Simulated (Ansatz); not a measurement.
# CH5FOSi2: the cost of one run

Program: Ansatz 0.2.0. Level of theory: UKS PBE/def2-SVP. These are calculated values, not measurements.

## 1. Starting point

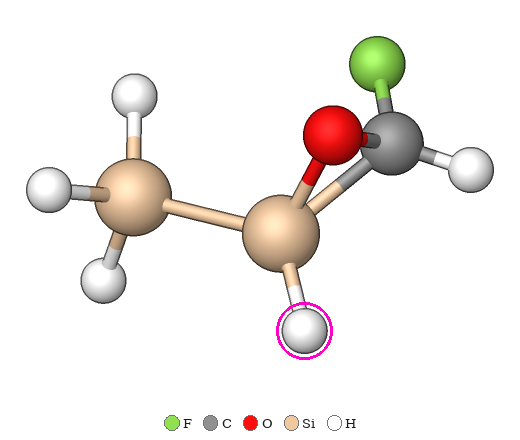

The starting structure, seen from a free direction (fluorine green, carbon grey, oxygen red, silicon light orange, hydrogen white). Ringed: H7.

Coordinates:

```xyz
10

F    -1.9463   -0.7134    1.0557
C    -1.5286    0.6017    0.7805
O    -0.3527    0.9971    1.4137
Si    0.0701    0.8400   -0.1923
Si    1.2290   -1.0017   -0.6698
H    -2.3403    1.3239    0.7039
H     0.3030    2.1668   -0.7834
H     1.3227   -1.2013   -2.1302
H     0.6889   -2.2246   -0.0063
H     2.6373   -0.8397   -0.1690
```

## 2. End point A

File input.yaml:

```yaml
crystal:
  periodic: [false, false, false]
  atoms:
    - { symbol: F, position_ang: [-1.9463, -0.7134, 1.0557] }
    - { symbol: C, position_ang: [-1.5286, 0.6017, 0.7805] }
    - { symbol: O, position_ang: [-0.3527, 0.9971, 1.4137] }
    - { symbol: Si, position_ang: [0.0701, 0.84, -0.1923] }
    - { symbol: Si, position_ang: [1.229, -1.0017, -0.6698] }
    - { symbol: H, position_ang: [-2.3403, 1.3239, 0.7039] }
    - { symbol: H, position_ang: [0.303, 2.1668, -0.7834] }
    - { symbol: H, position_ang: [1.3227, -1.2013, -2.1302] }
    - { symbol: H, position_ang: [0.6889, -2.2246, -0.0063] }
    - { symbol: H, position_ang: [2.6373, -0.8397, -0.169] }
magnetization:
  spin_polarized: true
basis:
  gaussian: { orbitals: def2-SVP }
hamiltonian:
  xc: pbe
relax:
  f_tol: 0.02
  max_steps: 50
```

Run with:

```sh
$ ansatz run input.yaml --threads 2 --pin off --max-ram 3072MiB --backend cpu --events-out ev --progress --plain --runs-dir out
```

**Question.** How long does this run take on 2 threads of Intel Xeon 6975P-C (Granite Rapids), shared host, and how much memory does it need?

About 15 s, with a peak of 0.2 GiB.
